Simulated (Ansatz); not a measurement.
# [SF3]+ (SMILES F[S+](F)F): a first try and a second

Wanted: a single-point energy of [SF3]+, PBE0/aug-cc-pVDZ (accuracy low, start density atoms, xc a 0.5).

Program for the calculation: Ansatz 0.2.0.

13 further runs of the same task are left out: 2 for a known fault of the program, 3 that didn't finish, 8 set aside as unsound or not needed. Runs told in other sessions of the task aren't counted.

## 1. Starting point

[SF3]+ has 4 atoms, charge +1, and is taken as a singlet. SMILES: `F[S+](F)F`. Geometry: relaxed at PBE0-D4/def2-TZVP.

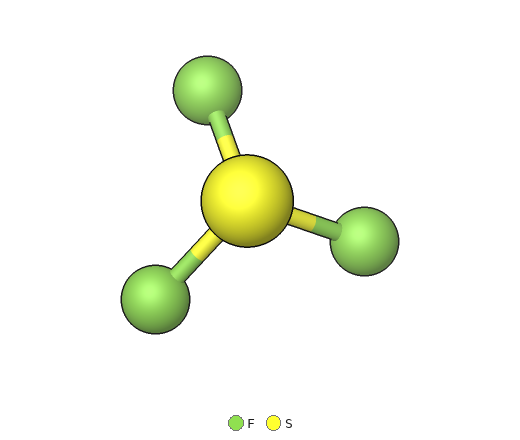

Viewed from a chosen angle; fluorine green, sulfur yellow.

## 2. Try one

Contents of in.yaml:

```yaml
basis:
  gaussian: {orbitals: aug-cc-pVDZ}
crystal:
  periodic: [false, false, false]
  atoms:
    - {symbol: F, position_ang: [0.623020, 0.191030, 1.167760]}
    - {symbol: Xx, position_ang: [0.432770, -0.058560, -0.301740]}
    - {symbol: F, position_ang: [-0.545420, -1.197460, -0.238600]}
    - {symbol: F, position_ang: [-0.510370, 1.064990, -0.627420]}
hamiltonian: {xc: {name: PBE0, parameters: {a: 0.5}}}
total_charge: 1
accuracy: low
```

Run with:

```
$ ansatz run in.yaml --threads 1 --pin off --max-ram 3480MiB --events-out events.jsonl --progress --plain --runs-dir runs
```

Standard output:

```text
Error: YAML parse error: error: line 7 column 16: `Xx` is not an element symbol (H … Og, case-exact)
 --> <input>:7:16
  |
5 |   atoms:
6 |     - {symbol: F, position_ang: [0.623020, 0.191030, 1.167760]}
7 |     - {symbol: Xx, position_ang: [0.432770, -0.058560, -0.301740]}
  |                ^ `Xx` is not an element symbol (H … Og, case-exact)
8 |     - {symbol: F, position_ang: [-0.545420, -1.197460, -0.238600]}
9 |     - {symbol: F, position_ang: [-0.510370, 1.064990, -0.627420]}
  |
```

It took 0.02 s on 1 thread of Intel Xeon 6975P-C (Granite Rapids), shared host.

## 3. Reading the log

The input was rejected.

The log says `Error: YAML parse error: error: line 7 column 16: 'Xx' is not an element symbol`. The cause is that an element symbol is mistyped.

## 4. Try two

Contents of in.yaml:

```yaml
crystal:
  periodic: [false, false, false]
  atoms:
    - {symbol: F, position_ang: [0.623020, 0.191030, 1.167760]}
    - {symbol: S, position_ang: [0.432770, -0.058560, -0.301740]}
    - {symbol: F, position_ang: [-0.545420, -1.197460, -0.238600]}
    - {symbol: F, position_ang: [-0.510370, 1.064990, -0.627420]}
basis:
  gaussian: {orbitals: aug-cc-pVDZ}
output: {orbitals: {seedname: orbitals}}
accuracy: low
total_charge: 1
hamiltonian: {xc: {name: PBE0, parameters: {a: 0.5}}}
```

Run with:

```
$ ansatz run in.yaml --threads 1 --pin off --max-ram 3480MiB --events-out events.jsonl --progress --plain --runs-dir runs
```

Standard output:

```text
Warning: RAYON_NUM_THREADS=1 ignored (pool sized by the plan → 1); use --threads N
Functional definition: PBE0
  name "PBE0"
  parameter a = 0.25
  parameter kappa = 0.804
  parameter beta = 0.06672455060314922
  exchange = (1 - a)*pbe_x(kappa = kappa, mu = beta*pi^2/3) + a*exact_x
  correlation = pbe_c(beta = beta)
  with a = 0.5 from the input
975 factors; their error is unknown
mean field evaluation 1: about -18957.1930 eV, gradient 6.9e1 eV
mean field evaluation 2: about -18953.2978 eV, gradient 8.7e1 eV
mean field evaluation 4: about -18964.4599 eV, gradient 5.2e-1 eV
mean field evaluation 8: about -18964.7560 eV, gradient 2.2e-1 eV
mean field -18964.75610358 eV, -696.9419320332 hartree, gradient 6.3e-5 eV, S^2 0.000000; 0 other end points of the search recorded, 0 dependent functions left out
reference -18964.75613117 eV, -696.9419330472 hartree; 21, 21 occupied and 75, 75 virtual orbitals, 975 factors
Total energy: -18964.75613117 eV, -696.9419330472 hartree
```

Wall time 1.5 s (1 thread of Intel Xeon 6975P-C (Granite Rapids), shared host).

## 5. Results

Level: PBE0/aug-cc-pVDZ (accuracy low, start density atoms, xc a 0.5).

| quantity | value |
| --- | --- |
| total energy | -696.94193 Eh |
| HOMO energy | -20.88 eV |
| LUMO energy | -7.80 eV |
| HOMO–LUMO gap | 13.08 eV |

In words: The accuracy setting is loose, so the last digits carry no meaning.
